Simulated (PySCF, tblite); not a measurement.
# C₅H₁₀S₂Si₂: geometry, infrared bands and NMR shifts

Aim: predict the infrared bands and NMR shifts of C₅H₁₀S₂Si₂ (`C#C[SiH2]/C(=C\SC)S[SiH3]`).

Computed with tblite 0.8.0 and PySCF 2.14.0, with density-fitted response routines of our own, on a single molecule in the gas phase. Atoms are numbered from 0 throughout.

## Step 1: Starting geometry

19 atoms, charge 0, multiplicity 1; geometry from: force field or distance geometry start.

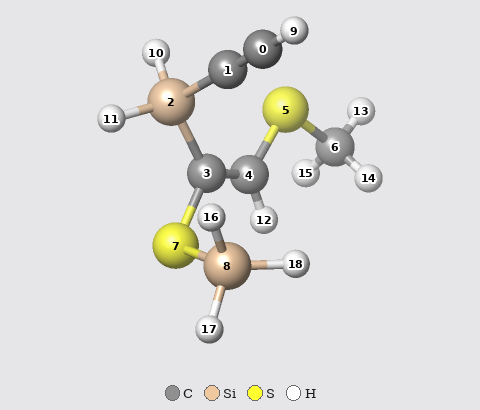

As it starts; carbon grey, silicon light orange, sulfur yellow, hydrogen white, atoms numbered.

## Step 2: Geometry optimisation with GFN2-xTB

What the job is given:

```
{"job": {"kind": "relax", "xc": "GFN2-xTB", "basis": "xTB"}, "charge": 0, "multiplicity": 1}
C      2.058100     2.805600     0.715800
C      1.509000     1.855800     1.196400
Si     0.681500     0.347600     1.971100
C     -0.021500    -0.757300     0.617000
C     -1.171800    -0.599300    -0.049500
S     -2.273500     0.732000     0.120700
C     -3.559300     0.261500    -1.053400
S      0.946600    -2.197600     0.283600
Si     2.493800    -1.523900    -1.063500
H      2.516900     3.659900     0.288600
H     -0.396500     0.774600     2.910500
H      1.675100    -0.393600     2.776100
H     -1.458100    -1.347200    -0.782600
H     -4.341600     1.017700    -1.050900
H     -3.153600     0.191700    -2.058800
H     -4.005100    -0.699300    -0.753300
H      3.366000    -0.566000    -0.335500
H      3.276200    -2.698500    -1.517800
H      1.847900    -0.854300    -2.222000
```

Started as:

```bash
$ OMP_NUM_THREADS=1 python probes_run.py task.json out
```

One launch serves the whole session: the jobs run in the order shown.

**Question.** This job is followed by: GFN2-xTB harmonic vibrations, gas phase; GIAO PBE0/pcSseg-1 NMR shielding, non-relativistic, gas phase. Predict these results of the whole session: strongest single infrared mode (GFN2-xTB); zero-point energy (GFN2-xTB); ¹³C shifts against TMS (PBE0/pcSseg-1); ¹H shifts against TMS (PBE0/pcSseg-1, means over atoms taken as alike); ²⁹Si shifts against TMS (PBE0/pcSseg-1); ³³S shifts against CS2 (PBE0/pcSseg-1).

As calculated:

| quantity | value |
| --- | --- |
| strongest single infrared mode (GFN2-xTB) | 763 cm⁻¹, 422 km/mol |
| zero-point energy (GFN2-xTB) | 75.4 kcal/mol |
| ¹³C shifts against TMS (PBE0/pcSseg-1) | 166.0, 120.5, 105.8, 87.3, 22.6 ppm |
| ¹H shifts against TMS (PBE0/pcSseg-1, means over atoms taken as alike) | 7.41, 4.88, 4.73, 2.42, 2.01 ppm |
| ²⁹Si shifts against TMS (PBE0/pcSseg-1) | -50.9, -70.0 ppm |
| ³³S shifts against CS2 (PBE0/pcSseg-1) | 45, -57 ppm |

Over 75 steps the energy fell by 0.155 eV; of the close pairs, C1–Si2 changed most, 1.887 to 1.853 Å. No mode is imaginary among the 51: a minimum at this level. The strongest single mode, at 763 cm⁻¹, is carried by H17, H18, H16. GFN2-xTB is a fitted tight-binding method: band positions and strengths are rough. Its intensities can rank the bands wrongly. The most deshielded hydrogen is H12 (hydrogen on an alkene CH), at 7.41 ppm: attached to an sp2 carbon and in the plane of the double bond. At PBE0/pcSseg-1: Shielding is most anisotropic at S7 (span 536 ppm, paramagnetic term -498 ppm).
